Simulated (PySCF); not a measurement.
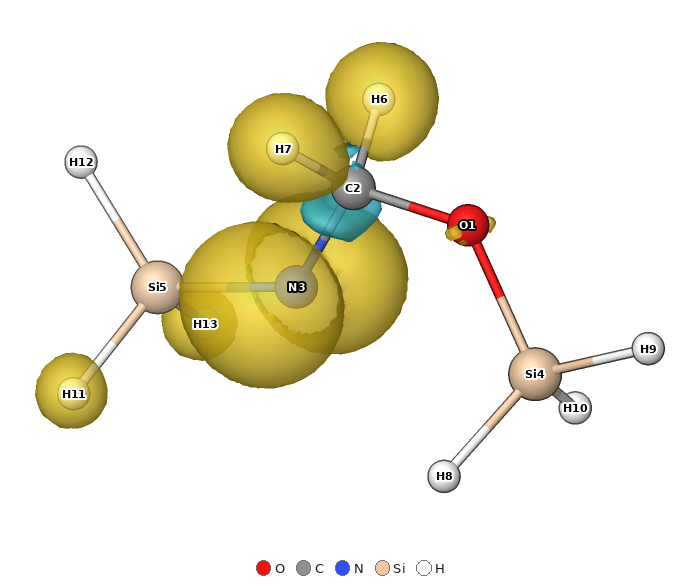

Figure 1: CH₈NOSi₂ (doublet). Isosurfaces of the spin density (α minus β) at +0.03 (yellow) and −0.03 e/Å³ (cyan), seen at a tilt.

Geometry: GFN2-xTB.

Theory: PySCF 2.14.0, density-fitted response routines, UKS B3LYP, pcH-1 on C H N O Si, non-relativistic, mean-field spin-orbit, GIAO.

```xyz
13

O     0.2521    0.5204   -1.6362
C    -0.5864    0.6984   -0.5558
N    -0.2560   -0.0402    0.5473
Si    1.5436   -0.4821   -1.6524
Si   -0.9769   -0.1421    2.0709
H    -1.6184    0.4750   -0.9013
H    -0.6026    1.7861   -0.3292
H     2.5346   -0.0934   -0.6495
H     1.9756   -0.2155   -3.0189
H     1.1422   -1.8721   -1.4368
H     0.0832    0.2314    3.0126
H    -2.1652    0.6915    2.3048
H    -1.3302   -1.5570    2.2268
```

Describe the spin distribution.

Answer. The unpaired spin (1 electron) lies mostly on N3 (about 0.7), in electrons by Hirshfeld's partition.
